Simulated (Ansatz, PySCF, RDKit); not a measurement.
CH4O (SMILES CO) and CH2F2 (SMILES FCF) are pulled apart as rigid monomers along the line of their centres of mass, from the B3LYP-D3(BJ)/def2-TZVP minimum. Starting geometry (charge 0, multiplicity 1):
```xyz
11

C      0.387    -0.581     0.425
O      0.263     0.755     0.909
H     -0.270    -0.764    -0.431
H      0.092    -1.238     1.240
H      1.418    -0.817     0.143
H      0.540     1.364     0.218
F     -0.012    -1.079     3.871
C      0.249     0.240     4.133
F      1.390     0.305     4.880
H     -0.576     0.638     4.726
H      0.407     0.754     3.186
```

Interaction energies with rigid monomers; basis-set methods are counterpoise corrected unless marked otherwise.

Rows in 3-21G, 6-31G* carry no dispersion term and start afresh at each structure (6-31G* with six Cartesian d functions).

Run with Ansatz (Gaussian orbitals); PySCF for 3-21G rows, 6-31G* rows, the dispersion terms; RDKit for the force fields. 

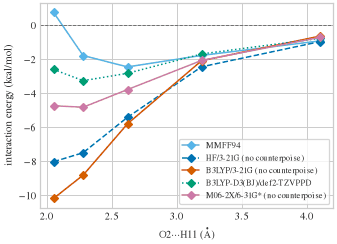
Fig. 1. Interaction energy against separation

Question: Which level binds most strongly at O2···H11 = 2.28, and by how much?

Answer: B3LYP/3-21G (no counterpoise), -8.8 kcal/mol.

Ansatz is a first-principles code.
